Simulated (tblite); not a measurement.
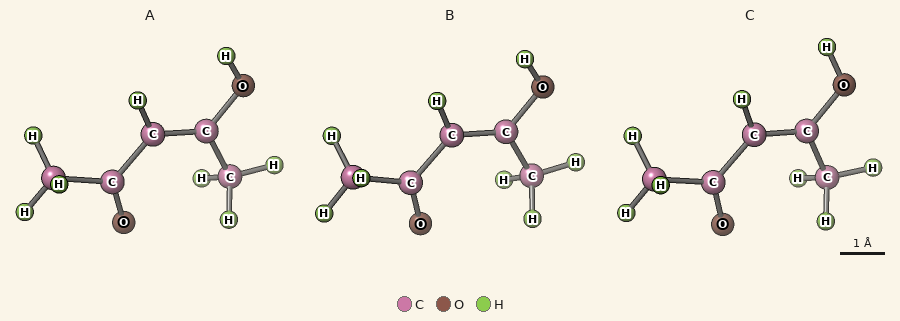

3 geometries from one relaxation of C₅H₈O₂, in shuffled order. Style: ball-and-stick. Shown at a tilt.

These are results of tblite 0.8.0, GFN2-xTB geometry optimisation, gas phase, not measurements. 

### Put them in the order of the run, from the start to the converged end.

C, A, B. They are steps 0, 12, 62, at +10.4 kcal/mol, +0.59 kcal/mol relative to the last. The energy falls by 10.4 kcal/mol in 62 geometry steps. The largest move after the best rigid fit is that of an H atom, 0.32 Å. By element the largest moves are H 0.32 Å, C 0.12 Å, O 0.11 Å. Some distances before and after: H–O 1.012 → 0.967 Å, C–O 1.391 → 1.347 Å, C–H 1.124 → 1.086 Å, C–C 1.316 → 1.349 Å. Bond angles that change, for instance: C–O–H 118.7° → 111.1°, C–C–O 119.0° → 113.0°, H–C–H 114.5° → 109.4°. Groups turn about C–O by about 20°. The run took 0.36 s on 1 thread of Intel(R) Xeon(R) Platinum 8375C CPU @ 2.90GHz, on a shared host.
